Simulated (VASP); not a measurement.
Band structure of MgI2 (1T layered). Level of theory: vdW-DF2, VASP's PBE PAW potentials (set 64) (plane waves; VASP).

Unless said otherwise, spin-orbit coupling is left out, though it shifts the bands of the heavy elements here.

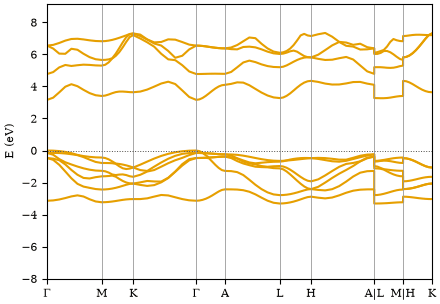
*Bands along high-symmetry lines, zero at the valence-band maximum or, without a gap, the Fermi level*

Read the plot: is there a gap, and where are the band edges?

The gap is direct, 3.16 eV, from the valence maximum at Γ to the conduction minimum at Γ. (Edges off the drawn lines would not show.)

The compound is MgI2 in the 1T layered structure. It was relaxed first, which changed the volume by +10 %.
